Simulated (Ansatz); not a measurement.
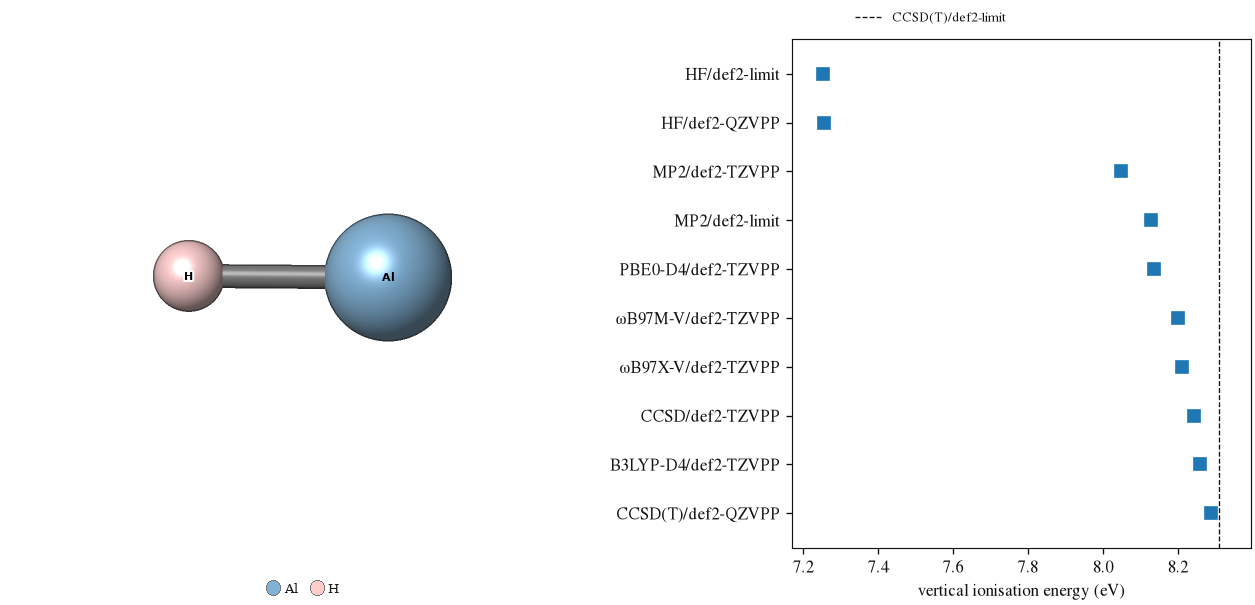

Vertical ionisation energy of AlH, singlet, taken as the energy of the cation less that of the neutral at fixed geometry (unrestricted doublet cation, cores frozen in correlated methods, no spin-orbit coupling), the Ansatz code, at a PBE0-D4/def2-TZVP geometry (a minimum by its frequencies). Limit means an estimate of the basis limit from triple and quadruple zeta; for coupled cluster it is either extrapolated directly or built as the MP2 limit plus the step from MP2 in triple zeta. The distance of MP2/def2-TZVPP, CCSD/def2-TZVPP and CCSD(T)/def2-QZVPP to the limit includes basis error.

> Which level comes closest to the line (CCSD(T)/def2-limit), and which misses most?

Closest CCSD(T)/def2-QZVPP (8.29 eV), against 8.31 eV; farthest HF/def2-limit (7.25 eV).

> Give the values.

```csv
level,eV,less CCSD(T)/def2-limit
HF/def2-limit,7.25,−1.06
HF/def2-QZVPP,7.25,−1.06
MP2/def2-TZVPP,8.05,−0.26
MP2/def2-limit,8.13,−0.18
PBE0-D4/def2-TZVPP,8.14,−0.17
ωB97M-V/def2-TZVPP,8.20,−0.11
ωB97X-V/def2-TZVPP,8.21,−0.10
CCSD/def2-TZVPP,8.24,−0.07
B3LYP-D4/def2-TZVPP,8.26,−0.05
CCSD(T)/def2-QZVPP,8.29,−0.02
CCSD(T)/def2-limit,8.31,0.00
```
